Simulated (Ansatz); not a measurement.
**Fields on a plane of RuP2 (space group Pnnm)**

```xyz
6
Lattice="5.0768 0.0000 0.0000 0.0000 5.8388 0.0000 0.0000 0.0000 2.8501" Properties=species:S:1:pos:R:3 pbc="T T T"
P      1.7123     5.0906     1.4251
P      3.3646     0.7481     1.4251
P      4.2507     3.6675     0.0000
P      0.8262     2.1713     0.0000
Ru     2.5384     2.9194     1.4251
Ru     0.0000     0.0000     0.0000
```

The slice is a (010) plane (indices of the conventional cell) through the point (0.163, 0.372, 0.000) (fractional), spanned by u = [001] and v = [100] in vectors of this cell: u (2.85 Å) and v (5.08 Å, at 90° to u). It covers one period; positions are fractions (u, v).

Atoms on it: P at (0.00, 0.00). Other atoms lie within 1 Å of the plane.

The numbers are results of LDA (plane waves to 420 eV, PAW, scalar-relativistic; Ansatz, a program for electronic structure), not measurements. k mesh 7×6×12. Inside the PAW spheres the values are not all-electron values, and peaks at nuclei hang on which shells count as valence. RuP2 is run without spin polarisation. RuP2 was relaxed with its symmetry unable to fall.

```tsv
v \ u	0.00	0.15	0.31	0.46	0.62	0.77	0.92
0.92	0.14	0.45	0.57	0.23	0.39	0.61	0.21
0.83	0.74	0.66	0.34	0.08	0.16	0.53	0.72
0.75	0.40	0.29	0.11	0.05	0.07	0.19	0.37
0.67	0.11	0.10	0.11	0.15	0.13	0.10	0.11
0.58	0.11	0.14	0.26	0.33	0.31	0.19	0.12
0.50	0.15	0.22	0.29	0.27	0.28	0.26	0.17
0.42	0.18	0.23	0.30	0.30	0.31	0.26	0.20
0.33	0.24	0.22	0.38	0.49	0.47	0.27	0.23
0.25	0.49	0.34	0.29	0.43	0.37	0.27	0.45
0.17	0.77	0.74	0.44	0.24	0.30	0.63	0.77
0.08	0.15	0.69	0.76	0.46	0.61	0.82	0.32
0.00	x	0.13	0.73	0.45	0.62	0.62	x
```

Values: electron localisation function (ELF). Points within 0.4 Å of a nucleus are blanked (x), as the pseudised field means little there.

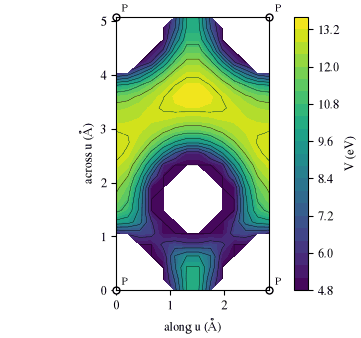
Figure: Electrostatic potential energy of an electron, from the cell's mean, in eV, one period of the plane, atoms marked. Points within 0.9 Å of a nucleus are left white, as the pseudised field means little there. Values under 5 eV are set to 5. The zero, the cell's mean, hangs on the PAW cores.
